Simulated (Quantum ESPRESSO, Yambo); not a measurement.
# Quasiparticle gap of SiC (P6_3mc) in Yambo, part 3 of 3

Aim: the G0W0 gap of SiC (P6_3mc) on PBE, step by step.

Quantum ESPRESSO 7.5 and Yambo 5.3.0; PBE and many-body steps on it, plane waves. Known limits of the many-body steps: not at the basis limit; coarse k mesh.

So far. Step 3 (Bands along the symmetry lines): The gap is 2.228 eV, as in the run before at this level. Step 4 (Empty states on the mesh, 3×3×2 mesh, 203 bands): On this mesh the gap is 3.011 eV. The earlier step found 2.228 eV, so this mesh misses an edge.

### Step 6. Screening and self-energy, 3×3×2 mesh, 203 bands, screening to 163.3 eV

Now the one-shot GW correction: screening in the RPA, then the self-energy of the levels asked for.

This step: G0W0 on PBE, plane waves, norm-conserving pseudopotentials.

gw1.in reads:

```
HF_and_locXC
gw0
dyson
ppa
em1d
rim_cut
RandQpts= 1000000
RandGvec= 1 RL
EXXRLvcs= 74 Ry
VXCRLvcs= 296 Ry
Chimod= "HARTREE"
% BndsRnXp
 1 | 203 |
%
NGsBlkXp= 12 Ry
% LongDrXp
 1 | 1 | 1 |
%
% GbndRnge
 1 | 203 |
%
DysSolver= "n"
ExtendOut
PPAPntXp= 27.21138 eV
% QPkrange
 1 | 6 | 7 | 24 |
%
```

On the command line:

```sh
$ OMP_NUM_THREADS=1 mpirun -n 4 yambo -F gw1.in -J gw1 -C gw1 > gw1.log
```

Output:

```text
 Yambo, version 5.3.0

 [02] CORE Variables Setup
 =========================

  [... cell, symmetries and grids as in the set-up ...]

  [02.05] Energies & Occupations
  ==============================

  [X] === General ===
  [X] Electronic Temperature                        :  0.000000  0.000000 [eV K]
  [X] Bosonic    Temperature                        :  0.000000  0.000000 [eV K]
  [X] Finite Temperature mode                       : no
  [X] El. density                                   :  0.38786E+24 [cm-3]
  [X] Fermi Level                                   :  9.607050 [eV]

  [X] === Gaps and Widths ===
  [X] Conduction Band Min                           :  3.011370 [eV]
  [X] Valence Band Max                              :  0.000000 [eV]
  [X] Filled Bands                                  :  16
  [X] Empty Bands                                   :   17  203
  [X] Direct Gap                                    :  3.856449 [eV]
  [X] Direct Gap localized at k                     :  3
  [X] Indirect Gap                                  :  3.011370 [eV]
  [X] Indirect Gap between kpts                     :  1  3
  [X] Last valence band width                       :  2.457014 [eV]
  [X] 1st conduction band width                     :  2.308218 [eV]

 [03] Transferred momenta grid and indexing
 ==========================================

 IBZ Q-points                                      :   6
 BZ  Q-points                                      :  18

 K/Q-points units:
 rlu = crystal or reduced units; cc = cartesian coordinates; iku = interal k-units

 Q [1]          [rlu]:  0.000000  0.000000  0.000000
 Q [2]          [rlu]:  0.000000  0.000000 -0.500000
 Q [3]          [rlu]:  0.31044E-17  0.33333       0.0000
 Q [4]          [rlu]:  0.31044E-17  0.33333     -0.50000
 Q [5]          [rlu]:  0.333333  0.333333  0.000000
 Q [6]          [rlu]:  0.333333  0.333333 -0.500000

 [04] Coloumb potential Random Integration (RIM)
 ===============================================

  [04.01] RIM initialization
  ==========================

  * Diagonal components only detected *

  8 x (sBL volume)        :  0.198010 [a.u.]
  sBZ random points       :  1000000
  Points outside the sBZ  :   7994252
  RL volume               :  0.445522 [a.u.]
  Integrated volume       :  0.445842 [a.u.]

  [04.02] RIM integrals
  =====================

  Gamma point sphere radius             :  0.105725 [a.u.]
  Points outside the sphere             :   812974
  [Int_sBZ(q=0) 1/q^2]*(Vol_sBZ)^(-1/3) =:  7.219046
                                 should be <:  7.795600

  Summary of Coulomb integrals for non-metallic bands |Q|[au] RIM/Bare

  Q [1] 0.100000E-4 0.926041 * Q [2] 0.165080 0.635036
  Q [3] 0.416089 1.145420 * Q [4] 0.447640 1.089992
  Q [5] 0.720687 1.044714 * Q [6] 0.739352 1.038534

 [05] Dipoles
 ============

  [05.01] Setup: observables and procedures
  =========================================

  [WARNING] [x,Vnl] slows the Dipoles computation. To neglect it rename the ns.kb_pp file

 [06] Dynamic Dielectric Matrix (PPA)
 ====================================

 [WR./gw1//ndb.pp]---------------------------------------------------------------
  Brillouin Zone Q/K grids (IBZ/BZ)                :   6  18   6  18
  RL vectors                                       :   7575 [WF]
  Coulomb cutoff potential                         : none
  Electronic Temperature                           :  0.000000 [K]
  Bosonic    Temperature                           :  0.000000 [K]
  PPA    diel. fun.  energies                      : Perdew, Burke & Ernzerhof(X)+Perdew, Burke & Ernzerhof(C)
  wavefunctions                                    : Perdew, Burke & Ernzerhof(X)+Perdew, Burke & Ernzerhof(C)
  Global Gauge                                     : length
  X matrix size                                    :   423
  X band range                                     :    1  203
  X e/h energy range                               : -1.000000 -1.000000 [eV]
  X Time ordering                                  : R
  X Hxc Kernel                                     : HARTREE
  X Drude frequency                                :  0.000000  0.000000
  X poles                                          :  100.0000 [o/o]
  RL vectors in the sum                            :   7575
  [r,Vnl] included                                 : yes
  Field direction                                  :  0.577350E-5  0.577350E-5  0.577350E-5
  BZ energy Double Grid                            : no
  BZ energy DbGd points                            : 0
  BZ Q point size factor                           : -1.000000
  X Optical Averaged directions                    : none

 [07] Local Exchange-Correlation + Non-Local Fock
 ================================================

 [VXC] Plane waves :   47781
 [EXS] Plane waves :   5987

 QP @ state[ 1 ] K range:   1   6
 QP @ state[ 1 ] b range:   7  24

 [xc] Functional : Perdew, Burke & Ernzerhof(X)+Perdew, Burke & Ernzerhof(C)
 [xc] LIBXC used to calculate xc functional
  PP Number of Atomic Species                      :  2
  NLCC RL compoments                               :   47781
  PP Number of Atomic Species                      :  2
  NLCC RL compoments                               :   47781

 [xc] E_xc :  -12.24063 [Ha]
      E_xc :  -24.48127 [Ry]

  Local XC kind (lXC) : Perdew, Burke & Ernzerhof(X)+Perdew, Burke & Ernzerhof(C)
  Non-Local XC kind (nlXC) : Hartree-Fock

  Corrections @ K [1] :  [eV]
 <7|nlXC|7> = -17.97962  0.18449E-16 <7|lXC|7> = -13.41833  0.18881E-15
 <8|nlXC|8> = -18.32846  0.41894E-17 <8|lXC|8> = -14.52356 -0.24532E-19
 <9|nlXC|9> = -18.32900  0.86076E-17 <9|lXC|9> = -14.52356  0.37759E-15
 <10|nlXC|10> = -18.26463 -0.10270E-17 <10|lXC|10> = -14.67426 -0.75530E-15
 <11|nlXC|11> = -18.26519 -0.19093E-16 <11|lXC|11> = -14.67426 -0.18876E-15
 <12|nlXC|12> = -18.27402 -0.43848E-17 <12|lXC|12> = -14.75748 -0.60345E-20
 <13|nlXC|13> = -18.27449  0.14444E-16 <13|lXC|13> = -14.75748 -0.75530E-15
 <14|nlXC|14> = -17.64958 -0.57700E-17 <14|lXC|14> = -14.94121 -0.18881E-15
 <15|nlXC|15> = -18.27239  0.30418E-16 <15|lXC|15> = -15.02830 -0.12868E-18
 <16|nlXC|16> = -18.27293  0.15180E-16 <16|lXC|16> = -15.02830 -0.55126E-19
[...]
Corrections @ K [2] :  [eV]
[...]
Corrections @ K [3] :  [eV]
[...]
Corrections @ K [4] :  [eV]
[...]
Corrections @ K [5] :  [eV]
[...]
Corrections @ K [6] :  [eV]
[...]
<20|nlXC|20> = -6.552947  0.39015E-17 <20|lXC|20> = -12.06147 -0.11801E-15
 <21|nlXC|21> = -6.384660 -0.12184E-19 <21|lXC|21> = -12.04257  0.47198E-16
 <22|nlXC|22> = -6.384426 -0.18581E-18 <22|lXC|22> = -12.04258 -0.47182E-16
 <23|nlXC|23> = -6.311251  0.11660E-18 <23|lXC|23> = -12.52052  0.10030E-15
 <24|nlXC|24> = -6.311031 -0.25517E-17 <24|lXC|24> = -12.52052 -0.82576E-16

  [07.01] Hartree-Fock occupations report
  =======================================

  [Hartree-Fock] === General ===
  [Hartree-Fock] Electronic Temperature             :  0.000000  0.000000 [eV K]
  [Hartree-Fock] Bosonic    Temperature             :  0.000000  0.000000 [eV K]
  [Hartree-Fock] Finite Temperature mode            : no
  [Hartree-Fock] El. density                        :  0.38786E+24 [cm-3]
  [Hartree-Fock] Fermi Level                        :  9.607050 [eV]

  [Hartree-Fock] === Gaps and Widths ===
  [Hartree-Fock] Conduction Band Min                :  7.765948 [eV]
  [Hartree-Fock] Valence Band Max                   : -3.244633 [eV]
  [Hartree-Fock] Filled Bands                       :  16
  [Hartree-Fock] Empty Bands                        :   17  203
  [Hartree-Fock] Direct Gap                         :  12.11891 [eV]
  [Hartree-Fock] Direct Gap localized at k          :  3
  [Hartree-Fock] Indirect Gap                       :  11.01058 [eV]
  [Hartree-Fock] Indirect Gap between kpts          :  1  3
  [Hartree-Fock] Last valence band width            :  2.911940 [eV]
  [Hartree-Fock] 1st conduction band width          :  3.105501 [eV]

 [08] Dyson equation: Newton solver
 ==================================

  [08.01] G0W0 (W PPA)
  ====================

  [  GW  ] Bands range     :    1  203
  [GW/PPA] G damping       :  0.100000 [eV]

  QP @ state[ 1 ] K range:   1   6
  QP @ state[ 1 ] b range:   7  24

   Sc/G bands                                       :    1  203
   Sc/G damping                                     :  0.100000 ev
   Sc bands terminator                              : no
   Sx RL components                                 :   5987

   QP @ state[ 1 ] K range                          :   1   6
   QP @ state[ 1 ] b range                          :   7  24
   GF energies kind                                 : Perdew, Burke & Ernzerhof(X)+Perdew, Burke & Ernzerhof(C)
   GF WF`s kind                                     : Perdew, Burke & Ernzerhof(X)+Perdew, Burke & Ernzerhof(C)
   Xs energies kind                                 : Perdew, Burke & Ernzerhof(X)+Perdew, Burke & Ernzerhof(C)
   Xs WF`s kind                                     : Perdew, Burke & Ernzerhof(X)+Perdew, Burke & Ernzerhof(C)

 [11] Game Over & Game summary
```

It took 12 min on 4 MPI ranks of Arm Neoverse V1, shared host; peak memory 1.8 GiB; 49 min of CPU time.

Numbers from this step:

```
G0W0 gap on the mesh                         : 3.756 eV
starting gap on the mesh                     : 3.011 eV
k of the valence top                         : 0, 0, 0
k of the conduction bottom                   : 0, 0.3333, 0
least direct G0W0 gap on the computed points : 4.736 eV
Z at the valence top                         : 0.7956
Z at the conduction bottom                   : 0.8149
```

The gap on the mesh goes from 3.01 eV to 3.76 eV, a correction of +0.74 eV. The start differs from the 2.23 eV found before because the two sample other k points.

Limits: finite bands, cutoff and mesh; coarse k mesh. v1 is the top filled band, c1 the lowest empty one. Levels before and after the correction, in eV, zero at the valence-band top of each column:

|  | conduction bottom | valence top |
| --- | --- | --- |
| Kohn-Sham | 3.01 | 0.00 |
| G0W0 | 3.76 | 0.00 |

|  | level | energy (eV) |
| --- | --- | --- |
| Kohn-Sham | Γ v3 | -0.053 |
| Kohn-Sham | Γ v2-v1 | 0.000 |
| Kohn-Sham | Γ c1 | 5.111 |
| Kohn-Sham | Γ c2 | 5.691 |
| Kohn-Sham | Γ c3 | 6.311 |
| Kohn-Sham | (0 0.333 0) v3 | -2.022 |
| Kohn-Sham | (0 0.333 0) v2 | -1.372 |
| Kohn-Sham | (0 0.333 0) v1 | -0.845 |
| Kohn-Sham | (0 0.333 0) c1 | 3.011 |
| Kohn-Sham | (0 0.333 0) c2 | 3.247 |
| Kohn-Sham | (0 0.333 0) c3 | 4.557 |
| G0W0 | Γ v3 | 0.000 |
| G0W0 | Γ v2-v1 | -0.023 |
| G0W0 | Γ c1 | 6.030 |
| G0W0 | Γ c2 | 6.601 |
| G0W0 | Γ c3 | 7.221 |
| G0W0 | (0 0.333 0) v3 | -2.298 |
| G0W0 | (0 0.333 0) v2 | -1.496 |
| G0W0 | (0 0.333 0) v1 | -0.980 |
| G0W0 | (0 0.333 0) c1 | 3.756 |
| G0W0 | (0 0.333 0) c2 | 3.998 |
| G0W0 | (0 0.333 0) c3 | 5.372 |

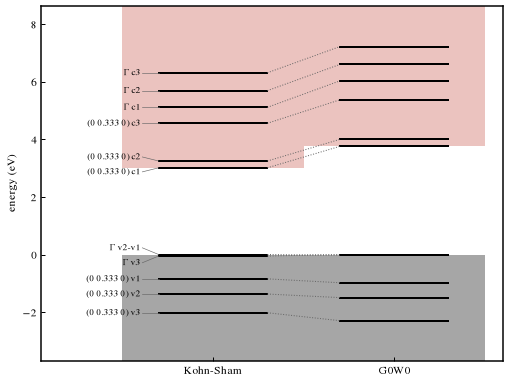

Levels before and after the correction. Shaded: valence and conduction bands.

### Step 7. Where the time went

Times are wall times on the hardware named with each run, good to a factor of about two.

| step | time | share | memory (GiB) |
| --- | --- | --- | --- |
| ground state | 14 s | 2 % | 0.36 |
| bands along the symmetry lines | 19 s | 2 % | 0.3 |
| empty states on the mesh | 24 s | 3 % | 0.64 |
| conversion and set-up | 2.2 s | 0 % | 0.24 |
| screening and self-energy | 12 min | 93 % | 1.8 |

### Step 8. Results

| Quantity | Value |
| --- | --- |
| PBE gap | 2.23 eV, indirect |
| G0W0 gap on the mesh | 3.76 eV |
| G0W0 gap over the zone (rigid shift) | 2.97 eV |
| GW settings | 3×3×2 mesh, 203 bands, screening to 163.3 eV, Godby-Needs plasmon pole |
| known limits | not at the basis limit; coarse k mesh |

In words: G0W0 moves the gap on the mesh from 3.01 eV to 3.76 eV (+0.74 eV), with Z of 0.80 and 0.81 at the edges. The mesh misses the band edges by 0.78 eV in all; a rigid shift gives 2.97 eV for the zone. The dearest step here is «screening and self-energy». Against experiment, by G0W0@PBE: the gap of 2.97 eV lies −0.29 eV from the measured 3.26 eV (kind not stated, quoted 2023); the gap of 2.97 eV lies −0.23 eV from the measured 3.2 eV (kind not stated, quoted 2020); the gap of 2.97 eV lies −0.31 eV from the measured 3.285 eV (kind not stated, quoted 2018). The calculation has static nuclei and no excitons; a measured gap holds zero-point and thermal motion, which mostly lowers it. Bands and cutoff are finite, so the gap is not at the basis limit. The miss can reach some tenths of an eV and take either sign; the mesh is an error of its own. A denser mesh or path gives a starting gap of 2.23 eV: the GW mesh misses a band edge, so its gaps are not the fundamental one. The 3×3×2 mesh is coarse for this cell, which bears on the long-range parts of exchange and screening.

[Paths, hosts, dates, memory and timing lines, banners, echoed tables and standing remarks are left out of the program output.]

[Logs are printed without paths, hosts, clocks, repeated set-up lines and the standing remarks that a program may print on its own settings, such as how far it seeks lower states.]

[Runs of the session that timed out or met a known fault of the program may be left out.]

[Hosts, paths, dates, database ids (printed as entryN), source tags and the programs' standing remarks are cut or masked in the printed files.]
